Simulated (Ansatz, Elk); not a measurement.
## Li3Sc2: X-ray structure factors from the self-consistent density

Structure refinements treat a crystal as free atoms side by side. For a made-up structure of Li3Sc2 (cell and positions from a PBEsol relaxation) the runs below show what the calculated density changes in F(hkl).

Calculated with Elk 11.2.3 (patched build); DFT, PBE, all-electron APW+lo, Dirac cores, scalar-relativistic bands, static density, no spin.

The structure was built from a prototype and need not be the compound's stable phase.

## 1. The structure

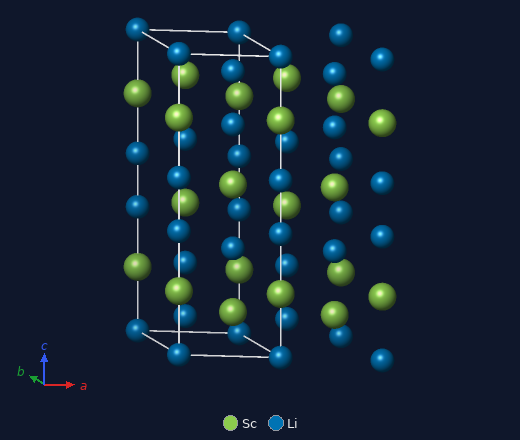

The starting structure, seen slightly off an axis (scandium green, lithium blue). 2×1×1 cells are drawn. This picture shows the conventional cell, with its axes. Some periodic images of atoms are drawn too.

## 2. Ground state and structure factors

An all-electron density is needed, since X-rays see the cores too. Task 0 finds the density and task 195 Fourier-transforms it; tshift is off so that phases refer to the origin typed.

Contents of elk.in:

```
tasks
  0
  195

xctype
  20

spinpol
  .false.

rgkmax
  7.0

gmaxvr
  14.0

lmaxo
  7

lmaxapw
  8

swidth
  0.002

tshift
  .false.

ramdisk
  .false.

hmaxvr
  5.5

maxscl
  120

epspot
  1e-06

sppath
  './'

avec
  4.62874276873 2.67240588385 9.39988825900
  -4.62874276873 2.67240588385 9.39988825900
  0.00000000000 -5.34481176675 9.39988825927

atoms
  2
  'Sc.in'
  2
  0.7882513261 0.7882513261 0.7882513261   0.000000 0.000000 0.000000
  0.2117486739 0.2117486739 0.2117486739   0.000000 0.000000 0.000000
  'Li.in'
  3
  0.0000000000 0.0000000000 0.0000000000   0.000000 0.000000 0.000000
  0.4111361732 0.4111361732 0.4111361732   0.000000 0.000000 0.000000
  0.5888638268 0.5888638268 0.5888638268   0.000000 0.000000 0.000000

ngridk
  6 6 6
```

Command:

```
OMP_NUM_THREADS=4 elk
```

Numbers of over 12 decimals in the logs are rounded to 6 here.

What it wrote:

```text
┌─────────────────────────┐
│ Elk code version 11.2.3 │
└─────────────────────────┘

All units are atomic (Hartree, Bohr, etc.)

┌─────────────────────────────────────────────────┐
│ Ground-state run starting from atomic densities │
└─────────────────────────────────────────────────┘

Lattice vectors :
   4.628742769       2.672405884       9.399888259
  -4.628742769       2.672405884       9.399888259
   0.000000000      -5.344811767       9.399888259

Reciprocal lattice vectors :
  0.6787140290      0.3918557273      0.2228106382
 -0.6787140290      0.3918557273      0.2228106382
 -0.1167527529E-16 -0.7837114546      0.2228106383

Unit cell volume      :    697.6529053
Brillouin zone volume :   0.3555496029

Muffin-tin inner radius fraction :   0.1000000000E-01

Nuclei treated as point charges

Species : 1 (Sc)
 parameters loaded from : Sc.in
 name : scandium
 nuclear charge    :   -21.00000000
 electronic charge :    21.00000000
 atomic mass :    81949.61073
 muffin-tin radius :    2.400000000
 number of radial points in muffin-tin :    993
 inner part over the whole radius :   0.9898716403E-02
 number on inner part of muffin-tin    :    698
 approximate nuclear radius :   0.6711386133E-04
 number of mesh points to nuclear radius :    323
 atomic positions (lattice), magnetic fields (Cartesian) :
  1 :  -0.21174867 -0.21174867 -0.21174867    0.00000000  0.00000000  0.00000000
  2 :   0.21174867  0.21174867  0.21174867    0.00000000  0.00000000  0.00000000

Species : 2 (Li)
 parameters loaded from : Li.in
 name : lithium
 nuclear charge    :   -3.000000000
 electronic charge :    3.000000000
 atomic mass :    12652.66898
 muffin-tin radius :    1.800000000
 number of radial points in muffin-tin :    593
 inner part over the whole radius :   0.9806707936E-02
 number on inner part of muffin-tin    :    401
 approximate nuclear radius :   0.4000070961E-04
 number of mesh points to nuclear radius :    148
 atomic positions (lattice), magnetic fields (Cartesian) :
  1 :   0.00000000  0.00000000  0.00000000    0.00000000  0.00000000  0.00000000
  2 :   0.41113617  0.41113617  0.41113617    0.00000000  0.00000000  0.00000000
  3 :  -0.41113617 -0.41113617 -0.41113617    0.00000000  0.00000000  0.00000000

Total number of atoms per unit cell :    5
Total muffin-tin volume :    189.0987450
 ratio of muffin-tin to unit cell volume :   0.2710498925

Spin treatment :
 spin-unpolarised

Number of Bravais lattice symmetries :   12
Number of crystal symmetries         :   12
Crystal has inversion symmetry
Real symmetric eigensolver will be used

k-point grid :      6     6     6
k-point offset :    0.000000000       0.000000000       0.000000000
k-point set is reduced with full crystal symmetry group
Total number of k-points :       32

Muffin-tin radius times maximum |G+k| :    7.000000000
 using average radius
Maximum |G+k| for APW functions       :    3.431372549
Maximum (1/2)|G+k|²                   :    5.887158785
Maximum |G| for potential and density :    14.00000000
Constant for pseudocharge density :    8
 order of it for each species :   15  15
 order of it for pair densities of each species (exact exchange by exxq0 0: 16) :   14   6
Radial integration step length :    1

G-vector grid sizes :     49    49    49
Number of G-vectors :    32321

Maximum angular momentum used for
 APW functions            :    8
 outer part of muffin-tin :    7
 inner part of muffin-tin :    2

Total nuclear charge    :   -51.00000000
Total core charge       :    20.00000000
Total valence charge    :    31.00000000
Total excess charge     :    0.000000000
Total electronic charge :    51.00000000

Effective Wigner radius, rₛ :    1.483634330

Number of empty states         :     20
Total number of valence states :     36
Total number of core states    :     20

Third-order local-orbitals added for an l without core states : T
Total number of local-orbitals :     63

Exchange-correlation functional :     20     0     0
[...]
Estimated indirect band gap :   0.1349233987E-02
 from k-point 30 to k-point 9
Estimated direct band gap   :   0.5265999000E-02
 at k-point 4

Charges :
 core                        :    20.00000000
 valence                     :    31.00000000
 interstitial                :    6.839831746
 muffin-tins (core leakage)
  species : 1 (Sc)
   atom 1                    :    18.79936651     ( -0.2162971935E-06)
   atom 2                    :    18.79936651     ( -0.2162971935E-06)
  species : 2 (Li)
   atom 1                    :    2.171517970     (   0.000000000    )
   atom 2                    :    2.194958630     (   0.000000000    )
   atom 3                    :    2.194958630     (   0.000000000    )
 total in muffin-tins        :    44.16016825
 total calculated charge     :    50.99997649
 total charge                :    51.00000000
 error                       :   0.2350568224E-04

RMS change in Kohn-Sham potential (target) :    9.187109689     (  0.1000000000E-05)
Absolute change in total energy (target)   :   0.5089131715     (  0.1000000000E-03)

[... loops 3 to 16 left out ...]

┌──────────────────┐
│ Loop number : 17 │
└──────────────────┘

Energies :
 Fermi                       :     0.113632
 sum of occupied eigenvalues :     -908.04515652336
 electron kinetic            :      1564.0126266043
 core electron kinetic       :      1429.9102188932
 Coulomb                     :     -3031.2313983890
 Coulomb potential           :     -2363.6835068562
 nuclear-nuclear             :     -197.37639658258
 electron-nuclear            :     -3307.8528523175
 Hartree                     :      473.99785051101
 Madelung                    :     -1849.3896449609
 xc potential                :     -108.37427627139
 exchange                    :     -81.749588092646
 correlation                 :     -2.006087
 electron entropic           :    -0.22021421878254E-02
 total energy                :     -1550.9766494726

Density of states at Fermi energy :    161.9330575
 (states/Hartree/unit cell)

Estimated indirect band gap :   0.1200785296E-02
 from k-point 16 to k-point 17
Estimated direct band gap   :   0.3577009418E-02
 at k-point 30

Charges :
 core                        :    20.00000000
 valence                     :    31.00000000
 interstitial                :    6.429901404
 muffin-tins (core leakage)
  species : 1 (Sc)
   atom 1                    :    19.04699320     ( -0.2163401458E-06)
   atom 2                    :    19.04699320     ( -0.2163401458E-06)
  species : 2 (Li)
[...]
total in muffin-tins        :    44.57009860
 total calculated charge     :    50.99996368
 total charge                :    51.00000000
 error                       :   0.3632104881E-04

RMS change in Kohn-Sham potential (target) :   0.5682224110E-06 (  0.1000000000E-05)
Absolute change in total energy (target)   :   0.5179374511E-06 (  0.1000000000E-03)

Convergence targets achieved

┌──────────────────┐
│ Loop number : 18 │
└──────────────────┘

Energies :
 Fermi                       :     0.113632
 sum of occupied eigenvalues :     -908.04515597704
 electron kinetic            :      1564.0126261763
 core electron kinetic       :      1429.9102190011
 Coulomb                     :     -3031.2313977046
 Coulomb potential           :     -2363.6835076731
 nuclear-nuclear             :     -197.37639658258
 electron-nuclear            :     -3307.8528501187
 Hartree                     :      473.99784899669
 Madelung                    :     -1849.3896438681
 xc potential                :     -108.37427448027
 exchange                    :     -81.749588012737
 correlation                 :     -2.006087
 electron entropic           :    -0.22021420342912E-02
 total energy                :     -1550.9766491352

Density of states at Fermi energy :    161.9330462
 (states/Hartree/unit cell)

Estimated indirect band gap :   0.1200784266E-02
 from k-point 16 to k-point 17
Estimated direct band gap   :   0.3577009027E-02
 at k-point 30

Charges :
 core                        :    20.00000000
 valence                     :    31.00000000
 interstitial                :    6.429901507
 muffin-tins (core leakage)
  species : 1 (Sc)
   atom 1                    :    19.04699314     ( -0.2163411175E-06)
   atom 2                    :    19.04699314     ( -0.2163411175E-06)
  species : 2 (Li)
   atom 1                    :    2.144322153     (   0.000000000    )
   atom 2                    :    2.165895029     (   0.000000000    )
   atom 3                    :    2.165895029     (   0.000000000    )
 total in muffin-tins        :    44.57009849
 total calculated charge     :    50.99996368
 total charge                :    51.00000000
 error                       :   0.3632104460E-04

┌──────────────────────────────┐
│ Self-consistent loop stopped │
└──────────────────────────────┘

Wrote STATE.OUT
```

The job ended after 30 s (4 threads of Arm Neoverse V2, shared host; peak memory 0.19 GiB; 92 s of CPU time).

SFACRHO.OUT:

```text

h k l indices transformed by vhmat matrix:
   1.000000000       0.000000000       0.000000000    
   0.000000000       1.000000000       0.000000000    
   0.000000000       0.000000000       1.000000000    

      h      k      l  multipl.   |H|            Re(F)            Im(F)           |F|

      0      0      0      1   0.0000000       51.000000      0.18286587E-15   51.000000    
      1      1      1      2  0.66843191      -21.617517      0.26625167E-13   21.617517    
      0     -1      0      6  0.81476882       6.9018515      0.22691904E-14   6.9018515    
      0     -1     -1      6  0.90154421      -26.339943     -0.26322608E-13   26.339943    
     -1     -2     -1      6   1.1868096       17.539018      0.21481669E-13   17.539018    
     -2     -2     -2      2   1.3368638      -5.5542096     -0.72235894E-14   5.5542096    
     -1      1      0      6   1.3574281       34.968728     -0.85397612E-15   34.968728    
      1      2      2      6   1.3621006       32.720328     -0.49695269E-13   32.720328    
      0     -2     -1     12   1.5130804      -16.887744     -0.21784228E-13   16.887744    
     -1      1     -1      6   1.5831801       5.5629889      0.48409395E-14   5.5629889    
      0      2      0      6   1.6295376      -21.589591      0.15430495E-13   21.589591    
      2      3      2      6   1.7455051      -22.831895      0.70950019E-13   22.831895    
      0     -2     -2      6   1.8030884       14.708536      0.27532843E-13   14.708536    
      3      2      1     12   1.9052076      -4.7712329      0.96818790E-14   4.7712329    
     -3     -1     -1      6   1.9230000       28.158959      0.42963338E-13   28.158959    
     -3     -2     -3      6   1.9471664      -7.8732503     -0.23902139E-13   7.8732503    
      3      3      3      2   2.0052957       21.228259     -0.73824327E-13   21.228259    
      1      0     -2     12   2.0854424       4.7368239      0.24204697E-14   4.7368239
```

Elk indexes on the primitive cell of elk.in and gives |H| = 4π sin θ/λ in inverse bohr. Below, one row stands for each form hkl of the conventional cell (m members, Friedel mates merged), F is for one primitive cell and the density is static (no thermal factor). Free-atom factors are Waasmaier and Kirfel's, and R is Σm||F|−|F'||/Σm|F|.

```tsv
hkl	m	sin θ/λ (Å⁻¹)	abs F, DFT	neutral atoms	diff.
003	2	0.101	21.617	21.537	+0.080
101	6	0.122	6.902	6.931	-0.029
012	6	0.136	26.340	26.646	-0.306
104	6	0.178	17.539	17.637	-0.098
006	2	0.201	5.554	5.543	+0.011
110	6	0.204	34.969	35.225	-0.256
015	6	0.205	32.720	32.950	-0.230
113	12	0.228	16.888	16.920	-0.033
021	6	0.238	5.563	5.541	+0.022
202	6	0.245	21.590	21.514	+0.076
107	6	0.263	22.832	22.721	+0.111
024	6	0.271	14.709	14.707	+0.001
116	12	0.286	4.771	4.755	+0.016
205	6	0.289	28.159	28.111	+0.048
```

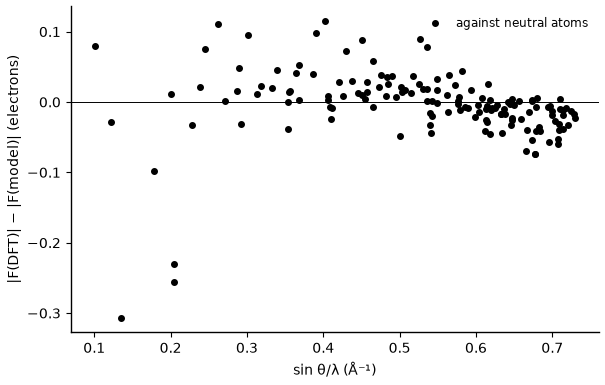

Difference between the calculated structure factors and the independent-atom ones.

## 3. The highest occupied states alone

An energy window below the Fermi level keeps the highest occupied states, to see at which angles they scatter; shallow core shells can lie inside it and anion s states outside. No new self-consistency is needed.

elk.in: that of step 2 with these lines changed.

```diff
@@ -1,3 +1,2 @@
 tasks
-  0
   195
@@ -40,2 +39,5 @@
 
+wsfac
+  -0.437610 0.413630
+
 sppath
```

Command:

```
OMP_NUM_THREADS=4 elk
```

What it wrote:

```text
┌─────────────────────────────────┐
│ Elk code version 11.2.3 started │
└─────────────────────────────────┘

Info(readinput): the functional depends on the density's gradient
 muffin-tin radial points multiplied by    2.00000
 (not where nrmtscf is given)

┌────────────────────┐
│ Current task : 195 │
└────────────────────┘

Info(sfacrho): density structure factors written to SFACRHO.OUT

 Energy window :  -0.4376100000      0.4136300000

┌──────────────────┐
│ Elk code stopped │
└──────────────────┘
```

It took 6.9 s on 4 threads; peak memory 0.16 GiB; 7.8 s of CPU time.

States within 15 eV below the Fermi level hold 9.00 electrons; any levels below the window count with the cores. Their amplitudes can exceed the total, where window and core parts have opposite phase:

```tsv
hkl	sin θ/λ (Å⁻¹)	abs F, window	abs F, all
003	0.101	1.442	21.617
101	0.122	0.309	6.902
012	0.136	0.863	26.340
104	0.178	0.386	17.539
006	0.201	0.082	5.554
110	0.204	0.372	34.969
015	0.205	0.352	32.720
113	0.228	0.348	16.888
021	0.238	0.153	5.563
202	0.245	0.522	21.590
```

## 4. Another try

In this try the input is made faulty on purpose, to show what that does.

The input is changed as shown.

elk.in: that of step 3 with these lines changed.

```diff
@@ -1,2 +1,3 @@
 tasks
+  0
   195
@@ -34,3 +35,3 @@
 maxscl
-  120
+  3
 
@@ -38,5 +39,2 @@
   1e-06
-
-wsfac
-  -0.437610 0.413630
```

Command:

```
OMP_NUM_THREADS=4 elk
```

What it wrote:

```text
┌─────────────────────────┐
│ Elk code version 11.2.3 │
└─────────────────────────┘

All units are atomic (Hartree, Bohr, etc.)

┌─────────────────────────────────────────────────┐
│ Ground-state run starting from atomic densities │
└─────────────────────────────────────────────────┘

Lattice vectors :
   4.628742769       2.672405884       9.399888259
  -4.628742769       2.672405884       9.399888259
   0.000000000      -5.344811767       9.399888259

Reciprocal lattice vectors :
  0.6787140290      0.3918557273      0.2228106382
[...]
species : 1 (Sc)
   atom 1                    :    18.78829862     ( -0.2162832633E-06)
   atom 2                    :    18.78829862     ( -0.2162832633E-06)
  species : 2 (Li)
[...]
atom 2                    :    2.197059210     (   0.000000000    )
   atom 3                    :    2.197059210     (   0.000000000    )
 total in muffin-tins        :    44.14500177
 total calculated charge     :    50.99997789
 total charge                :    51.00000000
 error                       :   0.2211164840E-04

┌──────────────────────────────┐
│ Self-consistent loop stopped │
└──────────────────────────────┘

Wrote STATE.OUT
[key lines of the parts left out:]
total energy                :     -1550.4160291137
```

Run time: 11 s. Hardware: 4 threads; peak memory 0.17 GiB.

The run stopped without converging, so none of its numbers is a property of the system.

The fault put into the input: too few SCF loops.

## 5. Another functional

The difference from free atoms is small, so it is set against the change that LDA (Perdew-Wang) makes.

elk.in: that of step 4 with these lines changed.

```diff
@@ -5,3 +5,3 @@
 xctype
-  20
+  3
 
@@ -35,3 +35,3 @@
 maxscl
-  3
+  120
```

Command:

```
OMP_NUM_THREADS=4 elk
```

What it wrote:

```text
┌─────────────────────────┐
│ Elk code version 11.2.3 │
└─────────────────────────┘

All units are atomic (Hartree, Bohr, etc.)

┌─────────────────────────────────────────────────┐
│ Ground-state run starting from atomic densities │
└─────────────────────────────────────────────────┘

Lattice vectors :
   4.628742769       2.672405884       9.399888259
  -4.628742769       2.672405884       9.399888259
   0.000000000      -5.344811767       9.399888259

Reciprocal lattice vectors :
  0.6787140290      0.3918557273      0.2228106382
[...]
species : 1 (Sc)
   atom 1                    :    19.07304428     ( -0.3512608412E-05)
   atom 2                    :    19.07304428     ( -0.3512608412E-05)
  species : 2 (Li)
[...]
atom 2                    :    2.166433399     (   0.000000000    )
   atom 3                    :    2.166433399     (   0.000000000    )
 total in muffin-tins        :    44.62315512
 total calculated charge     :    50.99997039
 total charge                :    51.00000000
 error                       :   0.2960691055E-04

┌──────────────────────────────┐
│ Self-consistent loop stopped │
└──────────────────────────────┘

Wrote STATE.OUT
[key lines of the parts left out:]
total energy                :     -1547.2045606221
```

The job ended after 21 s (4 threads; peak memory 0.18 GiB; 65 s of CPU time).

Against the first run R = 0.17 %; the largest change is -0.060 at 205.

## 6. Basis size

A smaller basis shows how fast F responds to it; the change is likely larger than the basis error of the first run, but doesn't show convergence.

elk.in: that of step 5 with these lines changed.

```diff
@@ -5,3 +5,3 @@
 xctype
-  3
+  20
 
@@ -11,3 +11,3 @@
 rgkmax
-  7.0
+  5.5
```

Command:

```
OMP_NUM_THREADS=4 elk
```

What it wrote:

```text
┌─────────────────────────┐
│ Elk code version 11.2.3 │
└─────────────────────────┘

All units are atomic (Hartree, Bohr, etc.)

┌─────────────────────────────────────────────────┐
│ Ground-state run starting from atomic densities │
└─────────────────────────────────────────────────┘

Lattice vectors :
   4.628742769       2.672405884       9.399888259
  -4.628742769       2.672405884       9.399888259
   0.000000000      -5.344811767       9.399888259

Reciprocal lattice vectors :
  0.6787140290      0.3918557273      0.2228106382
[...]
species : 1 (Sc)
   atom 1                    :    19.03183511     ( -0.2163432899E-06)
   atom 2                    :    19.03183511     ( -0.2163432899E-06)
  species : 2 (Li)
[...]
atom 2                    :    2.164398403     (   0.000000000    )
   atom 3                    :    2.164398403     (   0.000000000    )
 total in muffin-tins        :    44.53500798
 total calculated charge     :    51.00001822
 total charge                :    51.00000000
 error                       :   0.1821837074E-04

┌──────────────────────────────┐
│ Self-consistent loop stopped │
└──────────────────────────────┘

Wrote STATE.OUT
[key lines of the parts left out:]
total energy                :     -1550.9586808411
```

Elapsed: 21 s, on 4 threads; peak memory 0.16 GiB; 52 s of CPU time.

Against the first run R = 0.02 %; the largest change is +0.016 at 220.

## 7. Settings against the effect

```tsv
run	R against the first run (%)	R against neutral atoms, low angle (%)	wall time
PBE, rgkmax 7	0.00	0.49	30 s
LDA (Perdew-Wang)	0.17	0.45	21 s
rgkmax 5.5	0.02	0.50	21 s
```

## 8. Results

```
R against neutral atoms, sin θ/λ < 0.3 Å⁻¹ : 0.49 %
R against neutral atoms, 0.3 to 0.73 Å⁻¹   : 0.23 %
```

In words: Independent neutral atoms miss the calculated amplitudes by R = 0.49 % below 0.3 Å⁻¹ and 0.23 % from there to 0.73 Å⁻¹; by shells, 0.90 % below 0.15 Å⁻¹ (3 forms), 0.42 % 0.15 to 0.3 (12 forms), 0.23 % 0.3 to 0.45 (25 forms), 0.23 % above 0.45 (109 forms). Bonding, aspherical density and the tables' own atoms all enter these figures, and the runs don't part them. The largest change of an amplitude is -0.31 electrons, at 012. The window's part falls from 9.0 electrons at the origin to at most 0.19 between 0.45 and 0.73 Å⁻¹. Below 0.3 Å⁻¹ the changes that finished (LDA (Perdew-Wang) and rgkmax 5.5) move F by R = 0.08 % at most, against the 0.49 % that separates it from free atoms. The k-mesh has no finished test. Part of the difference isn't bonding: the tables are fits to free atoms and ions calculated by other methods than this functional. Thermal motion, anomalous dispersion and extinction are left out.

[Logs are printed without paths, hosts, clocks, repeated set-up lines and the standing remarks that a program may print on its own settings, such as how far it seeks lower states.]

[Hosts, paths, dates, database ids (printed as entryN), source tags and the programs' standing remarks are cut or masked in the printed files.]
